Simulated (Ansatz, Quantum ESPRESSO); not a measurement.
# Rhodium (Fm-3m): phonons and their coupling to the electrons, part 2 of 3

Aim: phonons of metallic Rhodium (Fm-3m) and how strongly they couple to the electrons.

Quantum ESPRESSO 7.5; DFT PBE, scalar-relativistic, plane waves, PseudoDojo norm-conserving pseudopotentials.

So far. Step 2 (A probe with smearing): No gap opens on this mesh, so smearing is kept; the start stands at 8.9 GPa. Step 4 (Ground state): The cell stands at -0.12 GPa, close enough for phonons. The relaxed cell has a = 3.832 Å (conventional setting).

The database entry behind the starting cell differs from later determinations by our own check (an axis about 0.2 % short against later determinations), so it need not match the best structure at ambient conditions.

## Step 7: Phonons on a q mesh

Linear response treats each wavevector in the unit cell, with no supercell; the 4×4×4 mesh fixes the range of the force constants to be had. The change of the potential is kept for the electron-phonon matrix elements.

The input, ph.in:

```
phonons
 &inputph
    prefix='x',
    outdir='./tmp',
    fildyn='x.dyn',
    tr2_ph=1.0d-18,
    alpha_mix(1)=0.4,
    nmix_ph=8,
    ldisp=.true.,
    nq1=4,
    nq2=4,
    nq3=4,
    electron_phonon='interpolated',
    fildvscf='dvscf',
    el_ph_sigma=0.005,
    el_ph_nsigma=10,
 /
```

The run is started by

```
> OMP_NUM_THREADS=1 mpirun -n 4 ph.x -nk 4 -in ph.in > ph.out
```

Numbers of over 12 decimals in the logs are rounded to 6 here.

The log of the run:

```text
[banners, grids, parts of the stress and lines that vanish by symmetry left out]
[banner, memory and clock lines left out]
Program PHONON v.7.5

     ./tmp/x.save/

     IMPORTANT: XC functional enforced from input :
     Exchange-correlation= PBE
                           (   1   4   3   4   0   0   0)
     Any further DFT definition will be discarded
     Please, verify this is what you really want

     G-vector sticks info

     Reading collected, re-writing distributed wavefunctions in ./tmp/

     Dynamical matrices for ( 4, 4, 4)  uniform grid of q-points
     (   8 q-points):
       N         xq(1)         xq(2)         xq(3)
       1   0.000000000   0.000000000   0.000000000
       2   0.176776695   0.176776695  -0.176776695
[...]
Number and degeneracy of irreps per q-point
       N         xq(1)         xq(2)         xq(3)   N irreps
       1   0.000000000   0.000000000   0.000000000       1
        3
       2   0.176776695   0.176776695  -0.176776695       2
        1   2
[...]
1   2
[...]
1   2
[...]
No degeneracy
[...]
No degeneracy
       7  -0.707106781   0.000000000   0.000000000       2
        1   2
       8  -0.707106781   0.353553391   0.000000000       2
        1   2

     Saving dvscf to file. Distribute only q points, not irreducible representations.

     Calculation of q =    0.0000000   0.0000000   0.0000000

     phonons

     bravais-lattice index     =            0
     lattice parameter (alat)  =       5.1211  a.u.
     unit-cell volume          =      94.9653 (a.u.)^3
     number of atoms/cell      =            1
     number of atomic types    =            1
     kinetic-energy cut-off    =      88.0000  Ry
     charge density cut-off    =     352.0000  Ry
     convergence threshold     =      1.0E-18
     beta                      =       0.4000
     number of iterations used =            8
     Exchange-correlation= PBE
                           (   1   4   3   4   0   0   0)

     celldm(1)=    5.12106  celldm(2)=    0.00000  celldm(3)=    0.00000
     celldm(4)=    0.00000  celldm(5)=    0.00000  celldm(6)=    0.00000

     crystal axes: (cart. coord. in units of alat)
               a(1) = (  0.0000  0.7071  0.7071 )
               a(2) = (  0.7071  0.0000  0.7071 )
               a(3) = (  0.7071  0.7071  0.0000 )

     reciprocal axes: (cart. coord. in units 2 pi/alat)
               b(1) = ( -0.7071  0.7071  0.7071 )
               b(2) = (  0.7071 -0.7071  0.7071 )
               b(3) = (  0.7071  0.7071 -0.7071 )

     Atoms inside the unit cell:

     Cartesian axes

     site n.  atom      mass           positions (alat units)
        1  Rh    102.9055   tau(    1) = (    0.00000    0.00000    0.00000  )

     Computing dynamical matrix for
                    q = (   0.0000000   0.0000000   0.0000000 )

     49 Sym.Ops. (with q -> -q+G )

     G cutoff =  233.8315  (  10657 G-vectors)     FFT grid: ( 32, 32, 32)

     number of k points=   145  Marzari-Vanderbilt smearing, width (Ry)=  0.0200

     PseudoPot. # 1 for Rh read from file:
     ./pseudo/Rh.upf
     Pseudo is Norm-conserving + core correction, Zval = 17.0

     Mode symmetry, O_h (m-3m)  point group:

     Atomic displacements:
     There are    1 irreducible representations

     Representation     1      3 modes -  To be done

     Alpha used in Ewald sum =   2.8000

     Representation #   1 modes #   1   2   3

     Self-consistent Calculation
      iter #   1   av.it.:   7.9
      thresh= 1.000E-02 alpha_mix =  0.400 |ddv_scf|^2 =  1.070E-05
      iter #   2   av.it.:  10.7
      thresh= 3.272E-04 alpha_mix =  0.400 |ddv_scf|^2 =  1.188E-06
[...]
End of self-consistent calculation

     Convergence has been achieved

     Number of q in the star =    1
     List of q in the star:
[...]
Diagonalizing the dynamical matrix

     q = (    0.000000000   0.000000000   0.000000000 )

 **************************************************************************
     freq (    1) =       0.019289 [THz] =       0.643407 [cm-1]
     freq (    2) =       0.019289 [THz] =       0.643407 [cm-1]
     freq (    3) =       0.019289 [THz] =       0.643407 [cm-1]
 **************************************************************************

     Mode symmetry, O_h (m-3m)  point group:

     freq (   1-   3) =          0.6  [cm-1]   --> T_1u G_15  G_4- I
     Electron-phonon interaction  ...

     [... narrower broadenings left out ...]
     Gaussian Broadening:   0.020 Ry, ngauss=   0
     DOS =  9.553333 states/spin/Ry/Unit Cell at Ef= 21.989678 eV
     lambda(    1)=  0.0000   gamma=    0.07 GHz
     lambda(    2)=  0.0000   gamma=    0.06 GHz
     lambda(    3)=  0.0000   gamma=    0.06 GHz
     [... wider broadenings left out ...]

     Number of q in the star =    1
     List of q in the star:
[...]
Calculation of q =    0.1767767   0.1767767  -0.1767767
     [... set-up and bands at k+q left out ...]

     Mode symmetry, C_3v (3m)   point group:

     Atomic displacements:
     There are    2 irreducible representations

     Representation     1      1 modes -  To be done

[...]
Message from routine init_vloc:
     Interpolation table for Vloc re-allocated

     Alpha used in Ewald sum =   2.8000

     Representation #   1 mode #   1

     Self-consistent Calculation

[...]
[... iterations left out ...]
[...]
End of self-consistent calculation

     Convergence has been achieved

     Representation #   2 modes #   2   3

[...]
[... iterations left out ...]
[...]
Convergence has been achieved

[...]
Diagonalizing the dynamical matrix

     q = (    0.176776695   0.176776695  -0.176776695 )

[...]
freq (    1) =       2.858540 [THz] =      95.350631 [cm-1]
     freq (    2) =       2.858540 [THz] =      95.350631 [cm-1]
     freq (    3) =       5.674273 [THz] =     189.273363 [cm-1]
[...]
Mode symmetry, C_3v (3m)   point group:

     freq (   1-   2) =         95.4  [cm-1]   --> E    L_3
     freq (   3-   3) =        189.3  [cm-1]   --> A_1  L_1
     Electron-phonon interaction  ...

     [... narrower broadenings left out ...]
     Gaussian Broadening:   0.020 Ry, ngauss=   0
     DOS =  9.553333 states/spin/Ry/Unit Cell at Ef= 21.989678 eV
     lambda(    1)=  0.1755   gamma=   13.08 GHz
     lambda(    2)=  0.1729   gamma=   12.89 GHz
     lambda(    3)=  0.0823   gamma=   24.17 GHz
     [... wider broadenings left out ...]

[...]
[... set-up and bands at k+q left out ...]

     Mode symmetry, D_3d (-3m)  point group:

[...]
Representation #   1 mode #   1

[...]
Convergence has been achieved

     Representation #   2 modes #   2   3

[...]
Convergence has been achieved

[...]
q = (   -0.353553391  -0.353553391   0.353553391 )

[...]
freq (    1) =       3.997611 [THz] =     133.345958 [cm-1]
     freq (    2) =       3.997611 [THz] =     133.345958 [cm-1]
     freq (    3) =       7.044853 [THz] =     234.990988 [cm-1]
[...]
Mode symmetry, D_3d (-3m)  point group:

     freq (   1-   2) =        133.3  [cm-1]   --> E_u  L_3'
     freq (   3-   3) =        235.0  [cm-1]   --> A_2u L_2'
[...]
lambda(    1)=  0.1421   gamma=   20.72 GHz
     lambda(    2)=  0.1430   gamma=   20.85 GHz
     lambda(    3)=  0.0769   gamma=   34.84 GHz
[...]
Mode symmetry, C_4v (4mm)  point group:

[...]
Convergence has been achieved

     Representation #   2 modes #   2   3

[...]
Convergence has been achieved

[...]
q = (    0.353553391   0.000000000   0.000000000 )

[...]
freq (    1) =       3.931881 [THz] =     131.153444 [cm-1]
     freq (    2) =       3.931881 [THz] =     131.153444 [cm-1]
     freq (    3) =       6.025592 [THz] =     200.992130 [cm-1]
[...]
Mode symmetry, C_4v (4mm)  point group:

     freq (   1-   2) =        131.2  [cm-1]   --> E    G_5 D_5
     freq (   3-   3) =        201.0  [cm-1]   --> A_1  G_1 D_1
[...]
lambda(    1)=  0.1216   gamma=   17.15 GHz
     lambda(    2)=  0.1229   gamma=   17.33 GHz
     lambda(    3)=  0.0503   gamma=   16.67 GHz
[...]
Mode symmetry, C_s (m)     point group:

[...]
Convergence has been achieved

[...]
Convergence has been achieved

[...]
Convergence has been achieved

[...]
q = (   -0.176776695  -0.530330086   0.530330086 )

[...]
freq (    1) =       4.739485 [THz] =     158.092210 [cm-1]
     freq (    2) =       5.040719 [THz] =     168.140292 [cm-1]
     freq (    3) =       6.539133 [THz] =     218.122010 [cm-1]
[...]
Mode symmetry, C_s (m)     point group:

     freq (   1-   1) =        158.1  [cm-1]   --> A''
     freq (   2-   2) =        168.1  [cm-1]   --> A'
     freq (   3-   3) =        218.1  [cm-1]   --> A'
[...]
lambda(    1)=  0.1376   gamma=   28.21 GHz
     lambda(    2)=  0.2279   gamma=   52.82 GHz
     lambda(    3)=  0.1062   gamma=   41.44 GHz
[...]
Mode symmetry, C_2v (mm2)  point group:

[...]
Convergence has been achieved

[...]
Convergence has been achieved

[...]
Convergence has been achieved

[...]
q = (    0.000000000  -0.353553391   0.353553391 )

[...]
freq (    1) =       4.065336 [THz] =     135.605011 [cm-1]
     freq (    2) =       4.764651 [THz] =     158.931655 [cm-1]
     freq (    3) =       6.496328 [THz] =     216.694182 [cm-1]
[...]
Mode symmetry, C_2v (mm2)  point group:

     freq (   1-   1) =        135.6  [cm-1]   --> B_1  D_3  S_3
     freq (   2-   2) =        158.9  [cm-1]   --> B_2  D_4  S_4
     freq (   3-   3) =        216.7  [cm-1]   --> A_1  D_1  S_1
[...]
lambda(    1)=  0.1793   gamma=   27.04 GHz
     lambda(    2)=  0.2078   gamma=   43.03 GHz
     lambda(    3)=  0.0916   gamma=   35.27 GHz
[...]
Calculation of q =   -0.7071068   0.0000000   0.0000000
     [... set-up and bands at k+q left out ...]

     Mode symmetry, D_4h(4/mmm) point group:

     Atomic displacements:
     There are    2 irreducible representations

[...]
Alpha used in Ewald sum =   2.8000

     Representation #   1 mode #   1

[...]
Convergence has been achieved

     Representation #   2 modes #   2   3

[...]
Convergence has been achieved

[...]
Diagonalizing the dynamical matrix

     q = (   -0.707106781   0.000000000   0.000000000 )

[...]
freq (    1) =       5.373114 [THz] =     179.227779 [cm-1]
     freq (    2) =       5.373114 [THz] =     179.227779 [cm-1]
     freq (    3) =       6.609887 [THz] =     220.482100 [cm-1]
[...]
Mode symmetry, D_4h(4/mmm) point group:

     freq (   1-   2) =        179.2  [cm-1]   --> E_u  X_5' M_5'
     freq (   3-   3) =        220.5  [cm-1]   --> A_2u X_4' M_4'
     Electron-phonon interaction  ...

     [... narrower broadenings left out ...]
     Gaussian Broadening:   0.020 Ry, ngauss=   0
     DOS =  9.553333 states/spin/Ry/Unit Cell at Ef= 21.989678 eV
     lambda(    1)=  0.1710   gamma=   45.04 GHz
     lambda(    2)=  0.1717   gamma=   45.22 GHz
     lambda(    3)=  0.1631   gamma=   65.03 GHz
     [... wider broadenings left out ...]

[...]
Calculation of q =   -0.7071068   0.3535534   0.0000000
     [... set-up and bands at k+q left out ...]

     Mode symmetry, D_2d (-42m) point group:

     Atomic displacements:
     There are    2 irreducible representations

     Representation     1      1 modes -  To be done

     Representation     2      2 modes -  To be done

     Alpha used in Ewald sum =   2.8000

     Representation #   1 mode #   1

     Self-consistent Calculation

[...]
[... iterations left out ...]
[...]
End of self-consistent calculation

     Convergence has been achieved

     Representation #   2 modes #   2   3

     Self-consistent Calculation

      iter #   1   av.it.:   8.9
      thresh= 1.000E-02 alpha_mix =  0.400 |ddv_scf|^2 =  1.742E-04

      [... iterations left out ...]
      iter #  11   av.it.:  12.2
      thresh= 1.975E-10 alpha_mix =  0.400 |ddv_scf|^2 =  1.205E-20

     End of self-consistent calculation

     Convergence has been achieved

     Number of q in the star =    6
     List of q in the star:
[...]
Diagonalizing the dynamical matrix

     q = (   -0.707106781   0.353553391   0.000000000 )

 **************************************************************************
     freq (    1) =       5.328290 [THz] =     177.732608 [cm-1]
     freq (    2) =       5.841522 [THz] =     194.852186 [cm-1]
     freq (    3) =       5.841522 [THz] =     194.852186 [cm-1]
 **************************************************************************

     Mode symmetry, D_2d (-42m) point group:

     freq (   1-   1) =        177.7  [cm-1]   --> B_2  X_3  W_2
     freq (   2-   3) =        194.9  [cm-1]   --> E    X_5  W_3
     Electron-phonon interaction  ...

     [... narrower broadenings left out ...]
     Gaussian Broadening:   0.020 Ry, ngauss=   0
     DOS =  9.553333 states/spin/Ry/Unit Cell at Ef= 21.989678 eV
     lambda(    1)=  0.1952   gamma=   50.57 GHz
     lambda(    2)=  0.1538   gamma=   47.86 GHz
     lambda(    3)=  0.1523   gamma=   47.42 GHz
     [... wider broadenings left out ...]

     Number of q in the star =    6
     List of q in the star:
[...]
5   0.353553391   0.000000000  -0.707106781
          6  -0.353553391  -0.000000000   0.707106781


[key lines of the parts left out:]
the Fermi energy is    22.0049 ev
```

The job ended after 43 min (4 MPI ranks of Arm Neoverse V2, shared host; 2.9 h of CPU time).

Read from the output:

```
largest acoustic frequency at the zone centre before the sum rule  : 0.64 cm⁻¹
lowest mode on the q mesh (acoustic ones at the zone centre apart) : 95.35 cm⁻¹
```

Frequencies (cm⁻¹) at each irreducible wavevector; negative means imaginary. Frequencies by wavevector:

```tsv
q (fractions)	star	mode 1	mode 2	mode 3
0 0 0	1	0.64	0.64	0.64
0 0 0.25	8	95.35	95.35	189.3
0 0 -0.5	4	133.3	133.3	235
0 0.25 0.25	6	131.2	131.2	201
0 0.25 -0.5	24	158.1	168.1	218.1
0 0.25 -0.25	12	135.6	158.9	216.7
0 -0.5 -0.5	3	179.2	179.2	220.5
0.25 -0.5 -0.25	6	177.7	194.8	194.8
```

Couplings of single modes at a Gaussian broadening of 0.02 Ry, as ph.x prints them; it sets λ to zero for modes under 20 cm⁻¹. Mode couplings:

```tsv
q (fractions)	mode	frequency (cm⁻¹)	λ	linewidth γ (GHz)
0 0 0.25	1	95.35	0.1755	13.08
0 0 0.25	2	95.35	0.1729	12.89
0 0 0.25	3	189.3	0.0823	24.17
0 0 -0.5	1	133.3	0.1421	20.72
0 0 -0.5	2	133.3	0.143	20.85
0 0 -0.5	3	235	0.0769	34.84
0 0.25 0.25	1	131.2	0.1216	17.15
0 0.25 0.25	2	131.2	0.1229	17.33
0 0.25 0.25	3	201	0.0503	16.67
0 0.25 -0.5	1	158.1	0.1376	28.21
0 0.25 -0.5	2	168.1	0.2279	52.82
0 0.25 -0.5	3	218.1	0.1062	41.44
0 0.25 -0.25	1	135.6	0.1793	27.04
0 0.25 -0.25	2	158.9	0.2078	43.03
0 0.25 -0.25	3	216.7	0.0916	35.27
0 -0.5 -0.5	1	179.2	0.171	45.04
0 -0.5 -0.5	2	179.2	0.1717	45.22
0 -0.5 -0.5	3	220.5	0.1631	65.03
0.25 -0.5 -0.25	1	177.7	0.1952	50.57
0.25 -0.5 -0.25	2	194.8	0.1538	47.86
0.25 -0.5 -0.25	3	194.8	0.1523	47.42
```

The acoustic modes at Γ come out as far as 0.6 cm⁻¹ from zero, where they should vanish, a small numerical error.

## Step 8: Force constants in real space

The dynamical matrices of the mesh are Fourier-transformed to force constants in real space.

The input, q2r.in:

```
 &input
    fildyn='x.dyn',
    zasr='crystal',
    flfrc='x.fc',
    la2F=.true.,
 /
```

The run is started by

```
> q2r.x < q2r.in > q2r.out
```

The log of the run:

```text
[banners, grids, parts of the stress and lines that vanish by symmetry left out]
[banner, memory and clock lines left out]
Program Q2R v.7.5

  reading grid info from file x.dyn0

  reading force constants from file x.dyn1
  Dielectric Tensor not found
  nqs=            1
 q=   0.00000000  0.00000000  0.00000000
  reading force constants from file x.dyn2
  nqs=            8
 q=   0.17677670  0.17677670 -0.17677670
[...]
reading force constants from file x.dyn7
  nqs=            3
[...]
reading force constants from file x.dyn8
  nqs=            6
[...]
q=   0.35355339  0.00000000 -0.70710678
 q=  -0.35355339 -0.00000000  0.70710678

      q-space grid ok, #points =   64

      fft-check success (sum of imaginary terms < 10^-12)

   Preparing gamma for a2F

 Broadening =      0.005
      q-space grid ok, #points =   64

      fft-check success (sum of imaginary terms < 10^-12)

 Broadening =      0.010
[...]
Broadening =      0.045
      q-space grid ok, #points =   64

      fft-check success (sum of imaginary terms < 10^-12)

 Broadening =      0.050
      q-space grid ok, #points =   64

      fft-check success (sum of imaginary terms < 10^-12)
```

Wall time 0.48 s (1 thread).

## Step 9: Dispersion

From the force constants any wavevector is cheap; points of the mesh come back as solved, but for the sum rule and, in polar crystals, the LO-TO term at Γ; the rest is interpolation.

The input, matdyn.in:

```
 &input
    asr='crystal',
    flfrc='x.fc',
    flfrq='x.freq',
    flvec='x.modes',
    q_in_band_form=.true.,
    q_in_cryst_coord=.true.,
 /
8
  0.0000000   0.0000000   0.0000000  12  ! GAMMA
  0.5000000   0.0000000   0.5000000  12  ! X
  0.6250000   0.2500000   0.6250000   1  ! U
  0.3750000   0.3750000   0.7500000  12  ! K
  0.0000000   0.0000000   0.0000000  12  ! GAMMA
  0.5000000   0.5000000   0.5000000  12  ! L
  0.5000000   0.2500000   0.7500000  12  ! W
  0.5000000   0.0000000   0.5000000   1  ! X
```

The run is started by

```
> matdyn.x -in matdyn.in > matdyn.out
```

The log of the run:

```text
[banner, memory and clock lines left out]
Program MATDYN v.7.5

 mass for atomic type   1 not given; uses mass from file x.fc
 Norm of the difference between old and new effective charges:    0.000000

 Norm of the difference between old and new force-constants:   6.9715e-07

     Message from routine matdyn:
     Z* not found in file x.fc, TO-LO splitting at q=0 will be absent!
     Message from routine matdyn:
     Z* not found in file x.fc, TO-LO splitting at q=0 will be absent!

Note: The following floating-point exceptions are signalling: IEEE_UNDERFLOW_FLAG
```

Wall time 0.47 s (1 thread).

Read from the output:

```
lowest frequency on the path      : 0 cm⁻¹
mean frequency                    : 168.2 cm⁻¹
Debye temperature (second moment) : 321 K
logarithmic mean frequency        : 162.6 cm⁻¹
```

Matdyn.x, sum rule crystal. The phonon branches at the labelled points (cm⁻¹):

```tsv
point	branch 1	branch 2	branch 3
Γ	0	0	0
X	179	179	220
U	168	192	203
jump to K	168	192	203
Γ	0	0	0
L	133	133	235
W	178	195	195
X	179	179	220
```

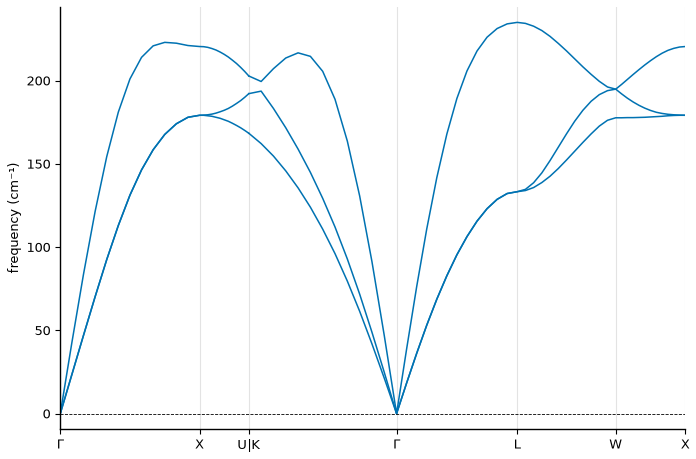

Phonon branches along the path.

Lowest modes at the softest wavevector of the mesh; phase exp(i q.(R + tau)). Modes at q = (0.000, 0.250, 0.000):

```tsv
mode	frequency (cm⁻¹)
1	95.4
2	95.4
3	189.3
```

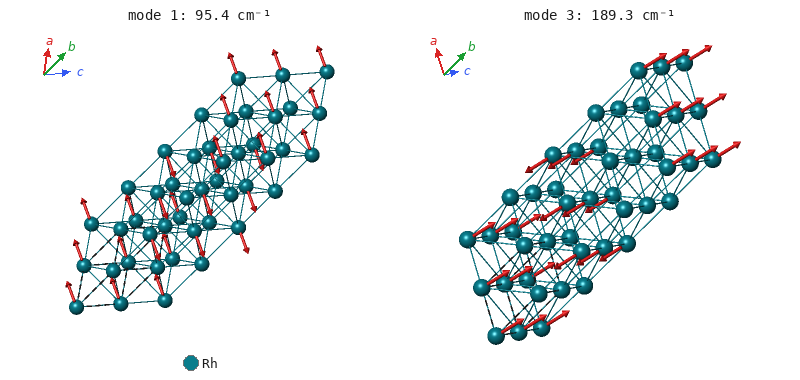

Displacement patterns of modes 1 and 3 at q = (0.000, 0.250, 0.000); arrows are exaggerated. 2×4×2 cells are drawn. The axes are those of the cell as run, not the conventional ones. Some periodic images of atoms are drawn too.

Force constants by pair (phonopy on the run's constants); pairs near half the supercell's span include their periodic images. Pair force constants, by row:

```tsv
atom	neighbour	distance (Å)	third of the trace (eV/Å²)	along the pair's line (eV/Å²)
Rh1	itself	0	11.3	–
Rh1	Rh	2.71	-0.7207	-2.343
Rh1	Rh	3.832	-0.044	-0.543
Rh1	Rh	4.694	-0.0934	-0.2916
Rh1	Rh	5.42	-0.05	-0.1085
Rh1	Rh	6.06	0.0178	0.027
Rh1	Rh	6.638	-0.0616	-0.0616
```

Harmonic mean-square displacement, third of the trace. Mean-square displacements:

```tsv
T (K)	Rh1 U_eq (Å²)
0	0.00106
100	0.00145
300	0.00341
600	0.00663
```

Mode patterns, pair constants, displacements and means over the zone were worked out by phonopy from the force constants of q2r.x.

All branches are real along the path.

(Continued in part 3 of 3.)

[Host names and launcher messages were left out of these logs when they were recorded.]

[Logs are printed without paths, hosts, clocks, repeated set-up lines and the standing remarks that a program may print on its own settings, such as how far it seeks lower states.]

[Hosts, paths, dates, database ids (printed as entryN), source tags and the programs' standing remarks are cut or masked in the printed files.]
